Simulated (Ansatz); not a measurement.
# TaSi2N4 bilayer (AA') in a perpendicular field, part 3 of 3

Aim: how the TaSi2N4 bilayer (AA') screens a field along its normal, and what the field does to its bands. A positive field points along +c.

Ansatz 0.2.0; plane-wave DFT, PBE-D3(BJ), Ansatz PAW.

So far. Step 2 (Relaxation): The lattice constant a goes from 2.920 to 2.951 Å.

## 3. Single point, field 0 (continued)

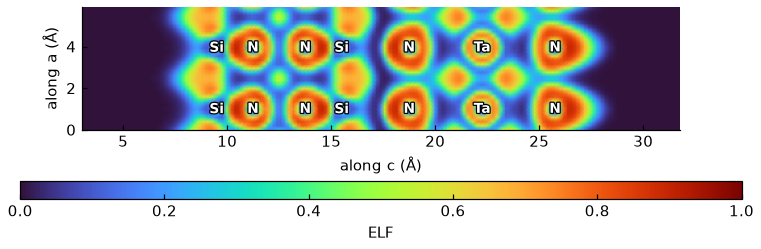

ELF in the ca plane at fractional y = 0.667, with atoms of Si and N and Ta within 0.2 Å of it. It is the smooth field of the valence electrons, not physical close to the nuclei. The far vacuum is left out of the map.

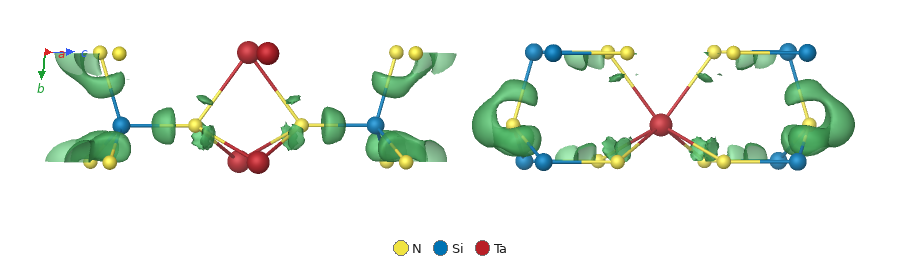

Surface of ELF = 0.83. Bonds to atoms that aren't drawn are left out.

The work function of the upper face is 5.31 eV.

## 4. Single point, field 0.03 V/Å

Input file input.yaml:

```yaml
crystal:
  lattice:
    - [2.9514948504, 0.0, 0.0]
    - [-1.4757474252, 2.5560695196, 0.0]
    - [0.0, 0.0, 34.7754236544]
  atoms:
    - { symbol: "N", position: [0.0, 0.0, 0.258803461], spin: 0.01 }
    - { symbol: Si, position: [0.3333333333, 0.6666666667, 0.2732918508] }
    - { symbol: "N", position: [0.3333333333, 0.6666666667, 0.3235922994], spin: 0.01 }
    - { symbol: Ta, position: [0.0, 0.0, 0.3597410789], spin: 0.24 }
    - { symbol: "N", position: [0.3333333333, 0.6666666667, 0.3958657082], spin: 0.01 }
    - { symbol: Si, position: [0.3333333333, 0.6666666667, 0.4461257071] }
    - { symbol: "N", position: [0.0, 0.0, 0.4603543312], spin: 0.01 }
    - { symbol: "N", position: [0.3333333333, 0.6666666667, 0.5396456688], spin: 0.01 }
    - { symbol: Si, position: [0.0, 0.0, 0.5538742929] }
    - { symbol: "N", position: [0.0, 0.0, 0.6041342918], spin: 0.01 }
    - { symbol: Ta, position: [0.3333333333, 0.6666666667, 0.6402589211], spin: 0.24 }
    - { symbol: "N", position: [0.0, 0.0, 0.6764077006], spin: 0.01 }
    - { symbol: Si, position: [0.0, 0.0, 0.7267081492] }
    - { symbol: "N", position: [0.3333333333, 0.6666666667, 0.741196539], spin: 0.01 }
magnetization:
  spin_polarized: true
kpoints:
  mp_grid: { grid: [18, 18, 1] }
  band_path:
    path: [[0, 0, 0], [0.5, 0, 0], [0.33333333, 0.33333333, 0], [0, 0, 0]]
    npoints: 16
hamiltonian:
  xc: pbe
  dispersion: d3bj
scf:
  occupations: { method: fermi_dirac, width: 0.05 }
  convergence: { dr2_threshold: 1.0e-10 }
efield:
  axis: 3
  dipole_correction: true
  ramp_position: 0.97
  ramp_width: 0.06
  amplitude: 0.03
output:
  write_potential: true
  write_density: true
  volumetric_format: npy
```

Run with:

```bash
ansatz run input.yaml --threads 4 --pin off --max-ram 6144MiB --backend cpu --events-out ev --progress --plain --runs-dir out
```

Numbers of over 12 decimals in the logs are rounded to 6 here.

Output:

```text
[...]
Crystal: 14 atoms, lattice volume = 262.354 Å³
Basis set: ecut = 420 eV, 5049 PW (Γ)
Bands: 56, of which v1, the nominal top of the filled ones, is band 41 counted from 1 (40 counted from 0)
Symmetry: 6 space group operations
k-points: 37 of 324 (time reversal used)
[...]
Starting moments: Σ|m| = 0.56 μB on 10 of 14 sites
[...]
k-point 1 ↑: bands = [... 37 lower, 2.1752, 2.2687, 2.5848, 4.9491, 5.0180, 7.7365, 7.8038, 8.0921, ... 11 higher]
  k-point 2 ↑: bands = [... 37 lower, 2.0470, 2.2858, 2.5855, 4.8200, 4.8435, 7.5743, 7.6878, 8.1316, ... 11 higher]
  k-point 36 ↓: bands = [... 37 lower, 2.2896, 3.0813, 3.0902, 5.2725, 5.2819, 8.1469, 8.1474, 8.4374, ... 11 higher]
[key lines of the parts left out:]
SCF converged after 37 iterations
Magnetization: 1.4413 μB (41.7207 up, 40.2793 down)
Free energy (F): -25496.976785 eV
Fermi energy:    4.463946 eV
Dipole field:    D = 0.015329 V/Å  (p = 0.022225 e·Å, saw-weighted, corrected)
```

The job ended after 39 s (4 threads of AMD EPYC 9R45, shared host; peak memory 1.5 GiB).

The dipole is 0.0222 e·Å.

## 5. Atoms held, field -0.03 V/Å

input.yaml, as its differences from that of step 4:

```diff
@@ -38,3 +38,3 @@
   ramp_width: 0.06
-  amplitude: 0.03
+  amplitude: -0.03
 output:
```

Output:

```text
[...]
Crystal: 14 atoms, lattice volume = 262.354 Å³
Basis set: ecut = 420 eV, 5049 PW (Γ)
Bands: 56, of which v1, the nominal top of the filled ones, is band 41 counted from 1 (40 counted from 0)
Symmetry: 6 space group operations
k-points: 37 of 324 (time reversal used)
[...]
Starting moments: Σ|m| = 0.56 μB on 10 of 14 sites
[...]
k-point 1 ↑: bands = [... 37 lower, 2.1752, 2.2687, 2.5848, 4.9491, 5.0180, 7.7365, 7.8038, 8.0921, ... 11 higher]
  k-point 2 ↑: bands = [... 37 lower, 2.0470, 2.2858, 2.5855, 4.8200, 4.8435, 7.5743, 7.6878, 8.1316, ... 11 higher]
  k-point 36 ↓: bands = [... 37 lower, 2.2896, 3.0813, 3.0902, 5.2725, 5.2819, 8.1469, 8.1474, 8.4374, ... 11 higher]
[key lines of the parts left out:]
SCF converged after 36 iterations
Magnetization: 1.4413 μB (41.7207 up, 40.2793 down)
Free energy (F): -25496.976785 eV
Fermi energy:    4.463946 eV
Dipole field:    D = -0.015325 V/Å  (p = -0.022219 e·Å, saw-weighted, corrected)
```

It took 40 s on 4 threads; peak memory 1.5 GiB.

The dipole is -0.0222 e·Å.

## 6. Single point, field 0.15 V/Å

input.yaml, as its differences from that of step 5:

```diff
@@ -38,3 +38,3 @@
   ramp_width: 0.06
-  amplitude: -0.03
+  amplitude: 0.15
 output:
```

Output:

```text
[...]
Crystal: 14 atoms, lattice volume = 262.354 Å³
Basis set: ecut = 420 eV, 5049 PW (Γ)
Bands: 56, of which v1, the nominal top of the filled ones, is band 41 counted from 1 (40 counted from 0)
Symmetry: 6 space group operations
k-points: 37 of 324 (time reversal used)
[...]
Starting moments: Σ|m| = 0.56 μB on 10 of 14 sites
[...]
k-point 1 ↑: bands = [... 37 lower, 2.1749, 2.2683, 2.5851, 4.9487, 5.0177, 7.7281, 7.8037, 8.0897, ... 11 higher]
  k-point 2 ↑: bands = [... 37 lower, 2.0467, 2.2853, 2.5858, 4.8189, 4.8440, 7.5700, 7.6871, 8.1286, ... 11 higher]
  k-point 36 ↓: bands = [... 37 lower, 2.3092, 3.0642, 3.1084, 5.2710, 5.2825, 8.1455, 8.1479, 8.4353, ... 11 higher]
[key lines of the parts left out:]
SCF converged after 41 iterations
Magnetization: 1.4410 μB (41.7205 up, 40.2795 down)
Free energy (F): -25496.984782 eV
Fermi energy:    4.463484 eV
Dipole field:    D = 0.076598 V/Å  (p = 0.111056 e·Å, saw-weighted, corrected)
```

It took 42 s on 4 threads; peak memory 1.5 GiB; 2.7 min of CPU time.

The dipole is 0.111 e·Å.

## 7. Single point, field 0.25 V/Å

input.yaml, as its differences from that of step 6:

```diff
@@ -38,3 +38,3 @@
   ramp_width: 0.06
-  amplitude: 0.15
+  amplitude: 0.25
 output:
```

Output:

```text
[...]
Crystal: 14 atoms, lattice volume = 262.354 Å³
Basis set: ecut = 420 eV, 5049 PW (Γ)
Bands: 56, of which v1, the nominal top of the filled ones, is band 41 counted from 1 (40 counted from 0)
Symmetry: 6 space group operations
k-points: 37 of 324 (time reversal used)
[...]
Starting moments: Σ|m| = 0.56 μB on 10 of 14 sites
[...]
k-point 1 ↑: bands = [... 37 lower, 2.1743, 2.2676, 2.5856, 4.9479, 5.0172, 7.7110, 7.8032, 8.0871, ... 11 higher]
  k-point 2 ↑: bands = [... 37 lower, 2.0462, 2.2845, 2.5865, 4.8170, 4.8449, 7.5616, 7.6857, 8.1257, ... 11 higher]
  k-point 36 ↓: bands = [... 37 lower, 2.3244, 3.0504, 3.1241, 5.2686, 5.2831, 8.1439, 8.1480, 8.4315, ... 11 higher]
[key lines of the parts left out:]
SCF converged after 39 iterations
Magnetization: 1.4403 μB (41.7202 up, 40.2798 down)
Free energy (F): -25496.999591 eV
Fermi energy:    4.462626 eV
Dipole field:    D = 0.127677 V/Å  (p = 0.185113 e·Å, saw-weighted, corrected)
```

Run time: 40 s. Hardware: 4 threads; peak memory 1.5 GiB; 2.6 min of CPU time.

The dipole is 0.185 e·Å.

## 8. Single point, field -0.25 V/Å

input.yaml, as its differences from that of step 7:

```diff
@@ -38,4 +38,6 @@
   ramp_width: 0.06
-  amplitude: 0.25
+  amplitude: -0.25
 output:
+  dos: { projected: true, e_range: [-6, 5] }
+  bader: true
   write_potential: true
@@ -43 +45,2 @@
   volumetric_format: npy
+  elf: true
```

Output:

```text
[...]
Crystal: 14 atoms, lattice volume = 262.354 Å³
Basis set: ecut = 420 eV, 5049 PW (Γ)
Bands: 56, of which v1, the nominal top of the filled ones, is band 41 counted from 1 (40 counted from 0)
Symmetry: 6 space group operations
k-points: 37 of 324 (time reversal used)
[...]
Starting moments: Σ|m| = 0.56 μB on 10 of 14 sites
[...]
6      N     -2.2931     0.0096     0.0151
     7      N     -2.2933     0.0096     0.0146
     8     Si      3.0762     0.0126     0.0037
     9      N     -1.8327     0.0021     0.0722
    10     Ta      2.0973     0.0018     0.5210
    11      N     -1.8346     0.0022     0.0713
    12     Si      3.0708     0.0125     0.0039
    13      N     -2.2945     0.0094     0.0130
  estimated error of the sums over rays = 7.8e-4 e
[key lines of the parts left out:]
SCF converged after 39 iterations
Magnetization: 1.4403 μB (41.7202 up, 40.2798 down)
Free energy (F): -25496.999590 eV
Fermi energy:    4.462627 eV
Dipole field:    D = -0.127680 V/Å  (p = -0.185117 e·Å, saw-weighted, corrected)
```

Elapsed: 64 s, on 4 threads; peak memory 1.5 GiB.

The dipole is -0.185 e·Å.

## 9. Response, atoms held

This step: plane-wave DFT, PBE-D3(BJ), Ansatz PAW; response to a field along the normal, atoms held (Ansatz 0.2.0).

The dipoles give the slope, and the difference of two potentials shows where the field is screened.

This step gave:

| Item | Value |
| --- | --- |
| equivalent conductor thickness p/(ε₀AE) | 17.77 Å |
| distance between the outer atoms | 16.78 Å |

The dipole of the cell by applied field:

| applied field (V/Å) | dipole of the cell (e·Å) |
| --- | --- |
| -0.250 | -0.185 |
| -0.030 | -0.0222 |
| 0.000 | -5.0e-6 |
| 0.030 | 0.0222 |
| 0.150 | 0.111 |
| 0.250 | 0.185 |

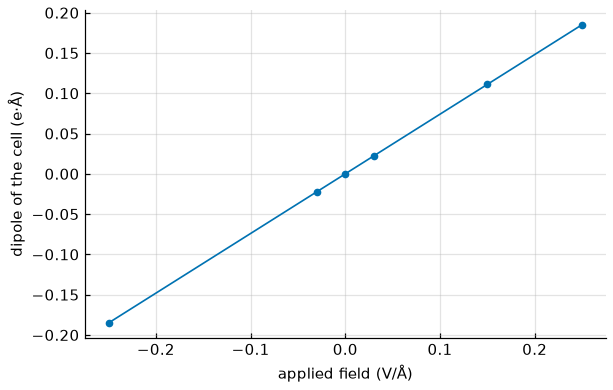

Dipole of the cell against applied field.

The total moment stays at 1.44 μB for applied field from -0.25 to 0.25 V/Å.

Local field over the applied field, running mean. From the potentials at -0.03 and 0.03 V/Å; running mean over 2.5 Å. Local field over applied field against z:

| z (Å) | local field over applied field |
| --- | --- |
| 6 | 0.982 |
| 8 | 0.555 |
| 10 | 0.175 |
| 12 | 0.0586 |
| 14 | -0.0162 |
| 16 | -0.0107 |
| 18 | -0.0136 |
| 20 | -0.0133 |
| 22 | 0.0202 |
| 24 | 0.150 |
| 26 | 0.325 |
| 28 | 0.908 |
| 30 | 0.999 |

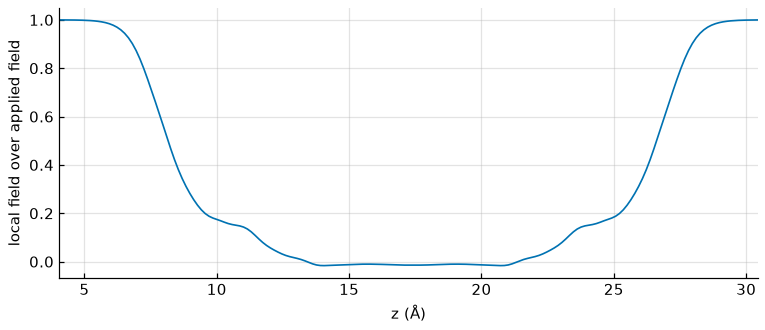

Local field over applied field, plotted against z.

The induced electron density oscillates, so the rows of the table below give means over windows of 2 Å about each position, cut where the curve ends. Its maxima inside the range that stand out by 2 % of the span (Å: e/Å³ per V/Å): 8.1: 0.00380, 9.1: 0.00120, 10.6: 0.00137, 11.3: 0.00115, 12.5: 0.00152, 16.7: 1.3e-4, 21.7: 1.2e-4, 22.7: 8.6e-4, 23.8: -3.4e-4, 25.1: 0.00201, 25.9: -3.9e-4. Its minima: 8.8: 3.9e-4, 9.7: -0.00201, 11.0: 3.4e-4, 12.0: -8.6e-4, 13.0: -1.2e-4, 18.1: -1.3e-4, 22.3: -0.00152, 23.5: -0.00115, 24.2: -0.00137, 25.6: -0.00120, 26.7: -0.00381.

Electrons, planar mean, per unit field. The induced electron density by z; means over each step:

| z (Å) | induced electron density (e/Å³ per V/Å) |
| --- | --- |
| 6 | 1.6e-4 |
| 8 | 0.00216 |
| 10 | 9.3e-5 |
| 12 | 4.0e-4 |
| 14 | -1.1e-5 |
| 16 | 1.7e-5 |
| 18 | -4.0e-5 |
| 20 | 3.5e-5 |
| 22 | -1.8e-4 |
| 24 | -4.3e-4 |
| 26 | -0.00140 |
| 28 | -7.8e-4 |
| 30 | -1.2e-5 |

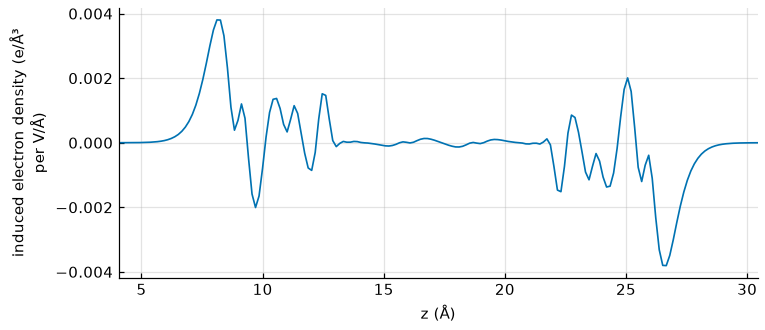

Induced electron density, plotted against z.

By hand: between -0.03 and 0.03 V/Å the dipole changes by 0.04444 e·Å, a slope of 0.7407 e·Å²/V. A perfect conductor of thickness t has p = ε₀AEt, so t = 180.95 × 0.7407 / 7.544 = 17.77 Å (e/ε₀ = 180.95 V·Å, A in Å²).

The induced dipole is that of a conductor 17.77 Å thick.

## 10. Varying the input

This step: plane-wave DFT, PBE-D3(BJ), Ansatz PAW (Ansatz 0.2.0).

A run with a changed input: it repeats the earlier run at 0.03 V/Å with efield.dipole_correction from true to false.

input.yaml, as its differences from that of step 8:

```diff
@@ -35,9 +35,7 @@
   axis: 3
-  dipole_correction: true
+  dipole_correction: false
   ramp_position: 0.97
   ramp_width: 0.06
-  amplitude: -0.25
+  amplitude: 0.03
 output:
-  dos: { projected: true, e_range: [-6, 5] }
-  bader: true
   write_potential: true
@@ -45,2 +43 @@
   volumetric_format: npy
-  elf: true
```

Output:

```text
[...]
Crystal: 14 atoms, lattice volume = 262.354 Å³
Basis set: ecut = 420 eV, 5049 PW (Γ)
Bands: 56, of which v1, the nominal top of the filled ones, is band 41 counted from 1 (40 counted from 0)
Symmetry: 6 space group operations
k-points: 37 of 324 (time reversal used)
[...]
Starting moments: Σ|m| = 0.56 μB on 10 of 14 sites
[...]
SCF iter   1: F=—  HF=-25441.900253 eV  |F-HF|=—  |Δ(HF+E_count)|=         —  Δρ=4.44e-2 (↑4.40e-2 ↓4.44e-2)  dr2=3.01e1  dr2_m=1.23e-2  M=0.123 μB ∫|m|=0.153 μB  β_m=0.30  ethr=3.10e-3  p=0.000 e·Å  V_vac-E_F(+/−)=6.89/5.93 eV  ⟨swp⟩=8.7  Hψ=22637  notcnv=0  defer=66
[...]
SCF iter  38: F=-25496.977133 eV  HF=-25496.977133 eV  |F-HF|=5.46e-11  |Δ(HF+E_count)|=  8.73e-11  Δρ=4.20e-8 (↑3.63e-8 ↓4.20e-8)  dr2=2.50e-11  dr2_m=1.64e-12  M=1.441 μB ∫|m|=1.457 μB  ethr=1.00e-12  p=0.045 e·Å  V_vac-E_F(+/−)=5.73/4.85 eV  ⟨swp⟩=16.2  Hψ=25088  notcnv=0
SCF 1 converged in 38 iterations: F = -25496.977133 eV  dr2 = 2.50e-11
[...]
SCF converged after 38 iterations
Magnetization: 1.4413 μB (41.7206 up, 40.2794 down)
Absolute magnetization: 1.4574 μB (∫|ρ↑−ρ↓|, with the PAW one-centre terms)
[...]
Per-site moments (μB) at R_I (Å): [(0.00765722, 0.733001), (0.0028625, 0.721553), (0.011545, 0.721553), (0.240348, 0.873287), (0.012085, 0.720973), (0.00281478, 0.720973), (0.00895678, 0.731953), (0.0090276, 0.731953), (0.00285241, 0.720973), (0.012100, 0.720973), (0.243732, 0.873287), (0.011869, 0.721553), (0.00289728, 0.721553), (0.00800252, 0.733001)]
Free energy (F): -25496.977133 eV
[...]
Internal energy: -25496.945000 eV  (E = F + TS)
E sigma→0 (E₀):  -25496.961066 eV
Entropy (-TS):   -0.032133 eV (-2.295 meV/atom)
Fermi energy:    4.463883 eV
Dipole field:    D = 0.031316 V/Å  (p = 0.045404 e·Å, saw-weighted)
Work function:   not extracted (applied field tilts the vacuum); planar V_es + V_field profile in the machine report
[...]
--- Band table (eV; the first three rows and the last of 74) ---
  k-point 0 ↑: bands = [... 37 lower, 2.2310, 2.2310, 2.5599, 4.9608, 5.0528, 8.0457, 8.0798, 8.0798, ... 11 higher]
  k-point 1 ↑: bands = [... 37 lower, 2.1751, 2.2687, 2.5848, 4.9490, 5.0179, 7.7354, 7.8038, 8.0916, ... 11 higher]
  k-point 2 ↑: bands = [... 37 lower, 2.0470, 2.2857, 2.5855, 4.8198, 4.8435, 7.5737, 7.6877, 8.1309, ... 11 higher]
  k-point 36 ↓: bands = [... 37 lower, 2.2949, 3.0768, 3.0948, 5.2723, 5.2820, 8.1466, 8.1476, 8.4371, ... 11 higher]
```

The job ended after 40 s (4 threads; peak memory 1.5 GiB; 2.6 min of CPU time).

| quantity | this run | earlier run | difference |
| --- | --- | --- | --- |
| dipole along the normal (e·Å) | 0.04540 | 0.02222 | 0.023 |
| total moment (μB) | 1.441 | 1.441 | -5.3e-5 |

With the dipole correction off, the periodic images add a field of their own to the typed one.

What moves beyond 0.01 in its unit (for the dipole 0.5 % and 5e-5 e·Å): dipole along the normal (+0.0232 e·Å).

These numbers are not those of the isolated slab.

## 11. Outcome

| Property | Result |
| --- | --- |
| gap without field | none |
| work function, upper face | 5.31 eV |
| equivalent conductor thickness, atoms held | 17.8 Å |

What this shows: The induced dipole equals that of a perfect conductor 17.77 Å thick, while the outer atoms lie 16.78 Å apart. There is no gap over 0.03 eV, with or without the field. For an open d or f shell that can be the fault of a semilocal functional without a Hubbard term. The magnetic order is the one reached from the typed start; other orders were not compared. Spin-orbit coupling is left out, which matters for the bands of elements this heavy. The outer anions sit over the metal atoms, one of several polytypes of such layers and not the lowest for every compound.

[Logs are printed without paths, hosts, clocks, repeated set-up lines and the standing remarks that a program may print on its own settings, such as how far it seeks lower states.]

[Hosts, paths, dates, database ids (printed as entryN), source tags and the programs' standing remarks are cut or masked in the printed files.]

[Maps of the electrostatic potential energy from Ansatz leave out the sawtooth potential of an applied field or a dipole correction, so their vacuum need not be flat; planar profiles and work functions include it.]
